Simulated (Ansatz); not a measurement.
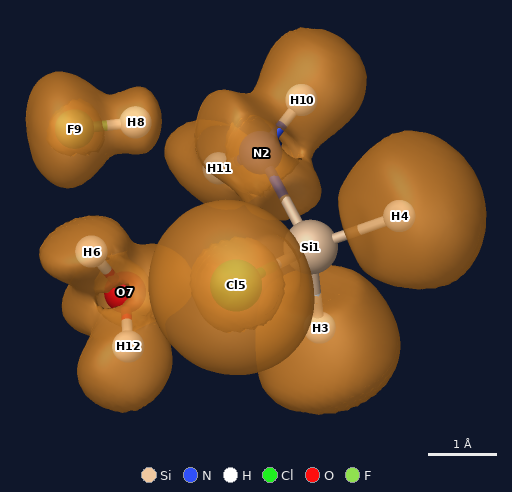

Figure 1: ClH4NSi···H2O···HF. Isosurface of the electron localisation function at 0.75 (orange), seen across its widest extent. Core shells and regions of very low density are left out.

Not at a stationary point (largest force 1.3 eV/Å).

Method: Ansatz 0.2.0, RKS B3LYP-D4/def2-SVP.

```xyz
12

Si   -1.3531   -0.5509    0.2505
N     0.1865   -0.5868    1.1498
H    -1.4586   -1.5605   -0.8276
H    -2.4278   -0.7196    1.2631
Cl   -1.6565    1.3211   -0.6346
H     1.3737    0.6110   -1.2421
O     1.0673   -0.2342   -1.6101
H     1.0586    1.5266    0.8402
F     1.6469    2.0471    0.3681
H     0.1577   -0.9397    2.1031
H     0.9764   -0.9568    0.6243
H     0.4291    0.0426   -2.2847
```

### What do the ELF domains correspond to?

The surface consists of two regions around hydrogen nuclei, one region on Cl in which the atom's valence shell and bonds are merged, one joined region spread over several atoms (F, H), in which their bonds and any lone pairs are merged, one joined region spread over several atoms (H, N), in which their bonds and any lone pairs are merged and one joined region spread over several atoms (H, O), in which their bonds and any lone pairs are merged. Profiles from the grid: N2···H8 (2.31 Å): the ELF dips to about 0.05 between them (by its geometry a hydrogen bond between the two molecules, with no shared pair). Si–N (1.78 Å): the ELF peaks at about 0.95 between the atoms, as expected for a shared but strongly polarised pair.
